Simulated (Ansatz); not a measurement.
**Run report: SiH2S2F2, geometry relaxation (part 1 of 2)**

The run: geometry relaxation of SiH2S2F2, SMILES F[Si](F)(S)S. Method and program: RKS PBE-D4/def2-SVP (Ansatz 0.2.0).

The geometry: force-field start. Figures and captions count atoms from 1; the log counts them from 0 in places.

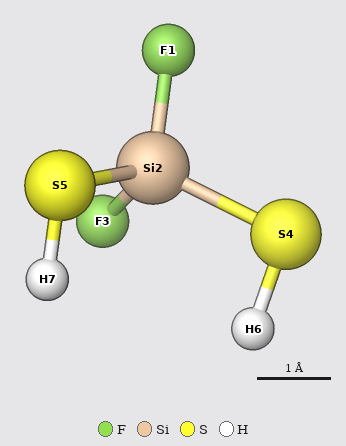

Figure 1. The starting structure (ball-and-stick view, seen at a tilt; atoms are numbered from 1 in the order of the input). Bond lengths as drawn: F–Si 1.62 to 1.66 Å, H–S 1.31 to 1.38 Å and S–Si 2.09 to 2.14 Å.

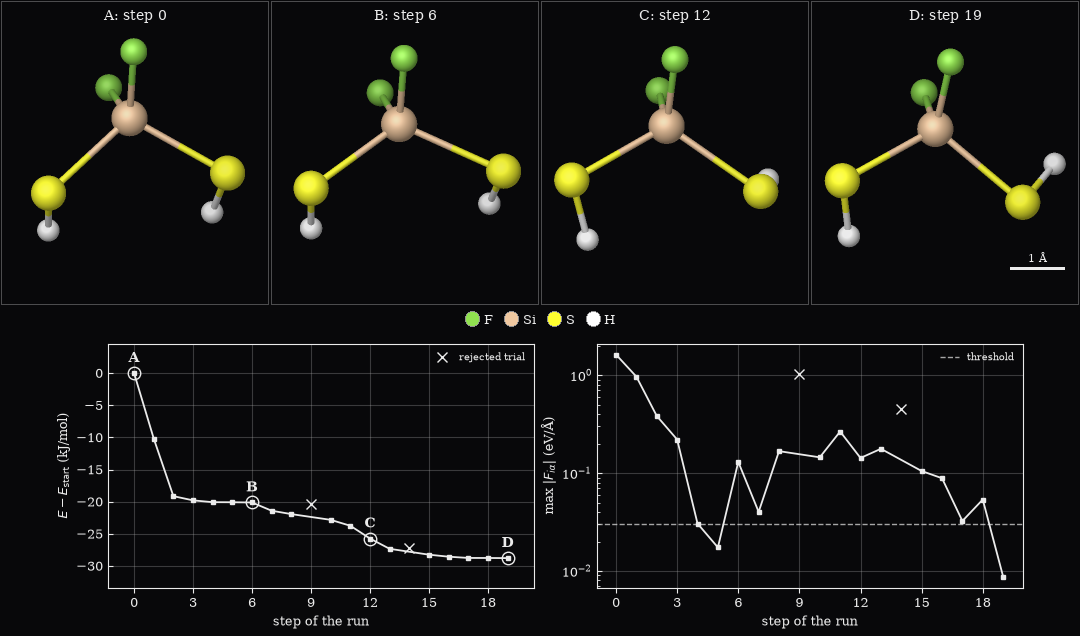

Figure 2. Frames of the relaxation (ball-and-stick view, seen at a tilt) above the curves, on which the letters mark them (the first geometry is step 0 here and step 1 in the log).

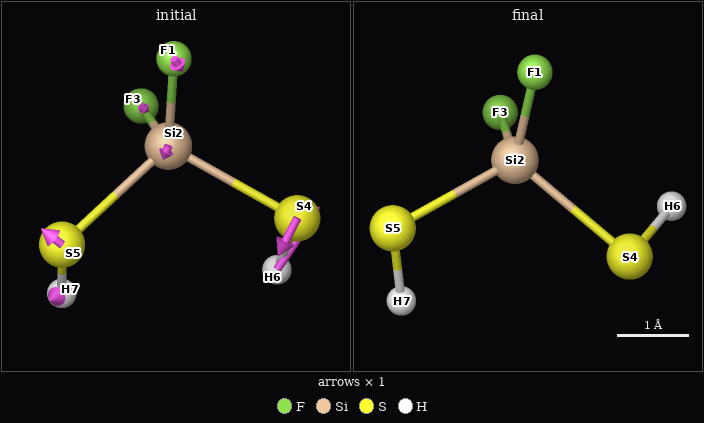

Figure 3. Before (left) and after (right) the relaxation, at one scale (ball-and-stick view, seen at a tilt). The pink arrows give the displacements, at true length. H6 moves most after the best rigid fit: 1.08 Å. By element the largest moves are H 1.08 Å, S 0.62 Å, F 0.28 Å, Si 0.23 Å. Distances before and after: S5–H7 1.312 → 1.363 Å, F1–Si2 1.660 → 1.625 Å, Si2–S4 2.095 → 2.128 Å, Si2–S5 2.141 → 2.124 Å. Among the angles that change: F3–Si2–S5 108.4° → 114.1°, F1–Si2–F3 110.8° → 105.2°, Si2–S5–H7 96.1° → 92.1°. After 19 geometry steps the energy has fallen by 28.8 kJ/mol. The largest force component goes from 1.6 to 0.0088 eV/Å. The line search rejected the trial steps at points 9, 14 (counted from 0) and went back. (Atoms are counted from 1 in the order of the input.)

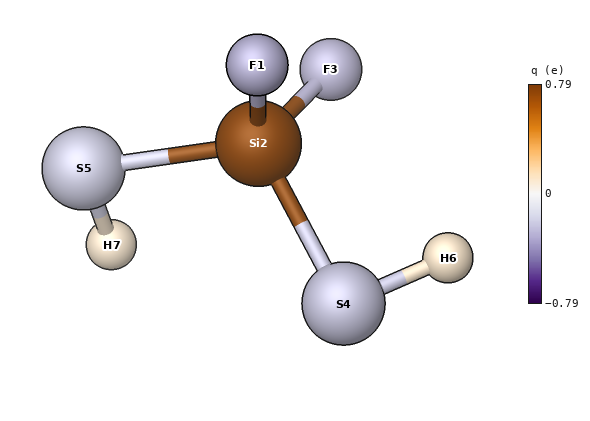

Figure 4. Mulliken charges, as the colour of each atom (ball-and-stick view, seen at a tilt; atoms are numbered from 1 in the order of the input). By element: F −0.28 to −0.27, Si +0.75, S −0.22 to −0.20 and H +0.11 e.

The input and output of the run follow.

## Input
```yaml
crystal:
  periodic: [false, false, false]
  atoms:
    - {symbol: F, position_ang: [1.119100, -1.673800, 1.127200]}
    - {symbol: Si, position_ang: [0.215400, -0.608000, 0.231700]}
    - {symbol: F, position_ang: [-0.778900, -1.401700, -0.777000]}
    - {symbol: S, position_ang: [-0.897600, 0.647200, 1.486500]}
    - {symbol: S, position_ang: [1.520700, 0.623000, -0.936900]}
    - {symbol: H, position_ang: [-1.698100, 1.182300, 0.498000]}
    - {symbol: H, position_ang: [0.580700, 1.163000, -1.675200]}
basis:
  gaussian: {orbitals: def2-SVP}
hamiltonian: {xc: pbe, dispersion: d4}
relax: {f_tol: 0.03, max_steps: 200}
```

Launch command:
```bash
ansatz run in.yaml --threads 4 --pin off --events-out ev --progress --plain --max-ram 10444MiB
```

## What the program printed
```
Functional definition: PBE
  name "PBE"
  cite "Perdew, Burke & Ernzerhof, Phys. Rev. Lett. 77, 3865 (1996) doi:10.1103/PhysRevLett.77.3865"
  parent pbe
  parameter kappa = 0.804
  parameter beta = 0.06672455060314922
  exchange = pbe_x(kappa = kappa, mu = beta*pi^2/3)
  correlation = pbe_c(beta = beta)
1018 factors; their error is unknown
mean field evaluation 1: about -34984.1722 eV, gradient 4.3e1 eV
mean field evaluation 2: about -34974.8942 eV, gradient 8.9e1 eV
mean field evaluation 4: about -34987.3089 eV, gradient 2.2e0 eV
mean field evaluation 8: about -34987.3260 eV, gradient 9.6e-2 eV
mean field evaluation 16: about -34987.2445 eV, gradient 3.9e-5 eV
mean field -34987.24453346 eV, -1285.7575213984 hartree, gradient 3.9e-5 eV, S^2 0.000000; 0 other end points of the search recorded, 0 dependent functions left out
the calculation of the forces begins
reference -34987.24456076 eV, -1285.7575224017 hartree; 33, 33 occupied and 59, 59 virtual orbitals, 1018 factors
relax step   1: F+E_penalty+E_count = -34987.46450220 eV  Δ(F+E_penalty+E_count) = +0.000e0 eV  max|allowed force component| = 1.626e0 eV/Å  Δτ_max = 0.0000 Å  (26 SCF iters, accepted)
these checks for a lower state are left out or cut short: starts, cluster_reference, orbital_swaps, neighbouring_geometries, increment
1018 factors; their error is unknown
mean field -34987.35356428 eV, -1285.7615282073 hartree, gradient 5.0e-5 eV, S^2 0.000000; 0 other end points of the search recorded, 0 dependent functions left out
[... from here on the field's lines of each further geometry are left out, up to the last ...]
relax step   2: F+E_penalty+E_count = -34987.56999335 eV  Δ(F+E_penalty+E_count) = -1.055e-1 eV  max|allowed force component| = 9.675e-1 eV/Å  Δτ_max = 0.1948 Å  (31 SCF iters, accepted)
relax step   3: F+E_penalty+E_count = -34987.66289627 eV  Δ(F+E_penalty+E_count) = -9.290e-2 eV  max|allowed force component| = 3.838e-1 eV/Å  Δτ_max = 0.1328 Å  (28 SCF iters, accepted)
relax step   4: F+E_penalty+E_count = -34987.66969543 eV  Δ(F+E_penalty+E_count) = -6.799e-3 eV  max|allowed force component| = 2.205e-1 eV/Å  Δτ_max = 0.0163 Å  (25 SCF iters, accepted)
relax step   5: F+E_penalty+E_count = -34987.67260508 eV  Δ(F+E_penalty+E_count) = -2.910e-3 eV  max|allowed force component| = 3.054e-2 eV/Å  Δτ_max = 0.0198 Å  (25 SCF iters, accepted)
relax step   6: F+E_penalty+E_count = -34987.67274682 eV  Δ(F+E_penalty+E_count) = -1.417e-4 eV  max|allowed force component| = 1.742e-2 eV/Å  Δτ_max = 0.0084 Å  (25 SCF iters, accepted)
relax step   7: F+E_penalty+E_count = -34987.67309998 eV  Δ(F+E_penalty+E_count) = -3.532e-4 eV  max|allowed force component| = 1.302e-1 eV/Å  Δτ_max = 0.1048 Å  (27 SCF iters, accepted)
relax step   8: F+E_penalty+E_count = -34987.68641012 eV  Δ(F+E_penalty+E_count) = -1.331e-2 eV  max|allowed force component| = 4.018e-2 eV/Å  Δτ_max = 0.1835 Å  (29 SCF iters, accepted)
relax step   9: F+E_penalty+E_count = -34987.69184663 eV  Δ(F+E_penalty+E_count) = -5.437e-3 eV  max|allowed force component| = 1.677e-1 eV/Å  Δτ_max = 0.0749 Å  (25 SCF iters, accepted)
relax step  10: F+E_penalty+E_count = -34987.67527945 eV  Δ(F+E_penalty+E_count) = +1.657e-2 eV  max|allowed force component| = 1.032e0 eV/Å  Δτ_max = 0.1950 Å  (30 SCF iters, rejected (line search))
relax step  11: F+E_penalty+E_count = -34987.70109538 eV  Δ(F+E_penalty+E_count) = -9.249e-3 eV  max|allowed force component| = 1.451e-1 eV/Å  Δτ_max = 0.0975 Å  (27 SCF iters, accepted)
relax step  12: F+E_penalty+E_count = -34987.71063386 eV  Δ(F+E_penalty+E_count) = -9.538e-3 eV  max|allowed force component| = 2.661e-1 eV/Å  Δτ_max = 0.0974 Å  (28 SCF iters, accepted)
relax step  13: F+E_penalty+E_count = -34987.73120376 eV  Δ(F+E_penalty+E_count) = -2.057e-2 eV  max|allowed force component| = 1.429e-1 eV/Å  Δτ_max = 0.1500 Å  (28 SCF iters, accepted)
relax step  14: F+E_penalty+E_count = -34987.74782676 eV  Δ(F+E_penalty+E_count) = -1.662e-2 eV  max|allowed force component| = 1.772e-1 eV/Å  Δτ_max = 0.1865 Å  (30 SCF iters, accepted)
relax step  15: F+E_penalty+E_count = -34987.74675259 eV  Δ(F+E_penalty+E_count) = +1.074e-3 eV  max|allowed force component| = 4.502e-1 eV/Å  Δτ_max = 0.2000 Å  (30 SCF iters, rejected (line search))
relax step  16: F+E_penalty+E_count = -34987.75726268 eV  Δ(F+E_penalty+E_count) = -9.436e-3 eV  max|allowed force component| = 1.051e-1 eV/Å  Δτ_max = 0.1000 Å  (28 SCF iters, accepted)
relax step  17: F+E_penalty+E_count = -34987.76052705 eV  Δ(F+E_penalty+E_count) = -3.264e-3 eV  max|allowed force component| = 8.871e-2 eV/Å  Δτ_max = 0.1000 Å  (28 SCF iters, accepted)
relax step  18: F+E_penalty+E_count = -34987.76253736 eV  Δ(F+E_penalty+E_count) = -2.010e-3 eV  max|allowed force component| = 3.243e-2 eV/Å  Δτ_max = 0.0608 Å  (25 SCF iters, accepted)
relax step  19: F+E_penalty+E_count = -34987.76259628 eV  Δ(F+E_penalty+E_count) = -5.893e-5 eV  max|allowed force component| = 5.370e-2 eV/Å  Δτ_max = 0.0213 Å  (25 SCF iters, accepted)
the calculation of the forces begins
reference -34987.54516961 eV, -1285.7685695734 hartree; 33, 33 occupied and 59, 59 virtual orbitals, 1018 factors
relax step  20: F+E_penalty+E_count = -34987.76281072 eV  Δ(F+E_penalty+E_count) = -2.144e-4 eV  max|allowed force component| = 8.762e-3 eV/Å  Δτ_max = 0.0057 Å  (26 SCF iters, accepted)
1018 factors; their error is unknown
mean field -34987.54514186 eV, -1285.7685685536 hartree, gradient 6.1e-5 eV, S^2 0.000000; 1 other end points of the search recorded, 0 dependent functions left out
the calculation of the forces begins
reference -34987.54516961 eV, -1285.7685695734 hartree; 33, 33 occupied and 59, 59 virtual orbitals, 1018 factors
Total energy: -34987.76283847 eV, -1285.7765687565 hartree
Atom 0 at     0.873364    -1.525727     1.078739 Å, force     0.001905    -0.000419     0.003529 eV/Å
Atom 1 at     0.191011    -0.435087     0.085934 Å, force    -0.002502     0.000059    -0.008762 eV/Å
Atom 2 at    -0.898509    -1.275990    -0.786202 Å, force     0.001425     0.001696     0.000958 eV/Å
Atom 3 at    -0.856941     1.110282     1.107348 Å, force    -0.001390    -0.000108     0.002970 eV/Å
Atom 4 at     1.787105     0.366827    -1.062591 Å, force     0.001680    -0.001453     0.000989 eV/Å
Atom 5 at    -2.010850     0.383445     1.154775 Å, force    -0.000339     0.000519     0.000606 eV/Å
Atom 6 at     0.976120     1.308250    -1.623703 Å, force    -0.000779    -0.000293    -0.000290 eV/Å
Dipole moment:    -0.226684     0.273337    -0.096255 e Å
```

## Trajectory as extended XYZ (Å, eV, eV/Å), 20 frames, from step=1 to step=20
```
7
Properties=species:S:1:pos:R:3:forces:R:3 step=1 energy=-34987.46450
F     1.1191   -1.6738    1.1272   -0.7535   0.9146  -0.6934
Si    0.2154   -0.6080    0.2317    0.7350  -0.2501  -0.2589
F    -0.7789   -1.4017   -0.7770   -0.0102  -0.2712   0.0526
S    -0.8976    0.6472    1.4865   -0.7886   0.3191   0.7725
S     1.5207    0.6230   -0.9369    1.6264  -0.8506   0.6570
H    -1.6981    1.1823    0.4980    0.3734  -0.3145   0.1429
H     0.5807    1.1630   -1.6752   -1.1825   0.4527  -0.6728
7
Properties=species:S:1:pos:R:3:forces:R:3 step=2 energy=-34987.56999
F     1.0748   -1.5224    1.1001   -0.3221   0.1998  -0.3941
Si    0.1920   -0.4999    0.1661    0.9675  -0.4806   0.8987
F    -0.8016   -1.3651   -0.7895    0.0283   0.1285  -0.0358
S    -0.9799    0.5901    1.6003   -0.0084   0.0487  -0.8688
S     1.6643    0.5317   -1.0318   -0.6932  -0.2487   0.3305
H    -1.6600    1.0924    0.5120   -0.0706   0.0596   0.4154
H     0.5717    1.1051   -1.6028    0.0985   0.2927  -0.3458
7
Properties=species:S:1:pos:R:3:forces:R:3 step=3 energy=-34987.66290
F     1.0849   -1.5801    1.1107   -0.2975   0.3637  -0.3414
Si    0.2089   -0.5326    0.2046    0.3838  -0.1684   0.2630
F    -0.7847   -1.3638   -0.7797   -0.0035  -0.0224   0.0157
S    -0.9731    0.5978    1.5820   -0.0714   0.0125  -0.2279
S     1.6220    0.5441   -0.9997   -0.2311  -0.0391   0.0172
H    -1.7186    1.1191    0.5546    0.0815  -0.0605   0.1774
H     0.6219    1.1475   -1.7183    0.1382  -0.0859   0.0959
```
